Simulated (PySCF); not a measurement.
Vertical excitations of a molecule C₃H₉AlO from TDDFT-CAM-B3LYP/def2-SVPD run with PySCF, as energy in eV (oscillator strength): 5.62 (0.002), 6.53 (0.004), 6.78 (0.082), 6.83 (0.048), 7.15 (0.003), 7.17 (0.038), 7.52 (0.001), 8.01 (0.241), 8.10 (0.007), 8.24 (0.027). Lowest triplet (TDA): 5.27 eV. Coordinates come from a PBE0-D3(BJ)/def2-SVP optimisation. The values are those of a single conformer.

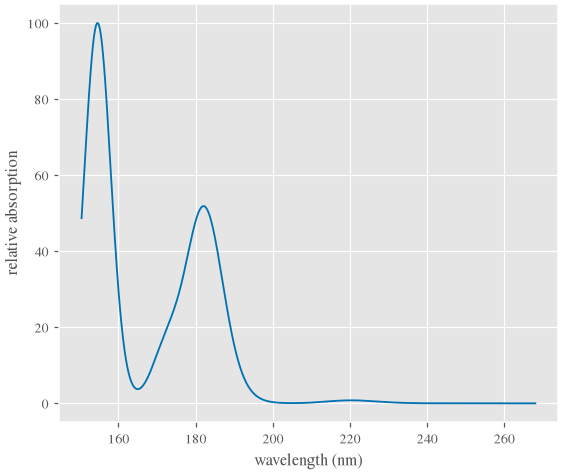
Fig. 1. The lines broadened by 0.4 eV.

Problem. Identify the compound among the candidates.
A. C[CH](C)[AlH][OH]
B. CC(C)[O][AlH2]
C. C[CH2][AlH][O]C
D. C[O][Al]([CH3])[CH3]

Solution. C, C[CH2][AlH][O]C
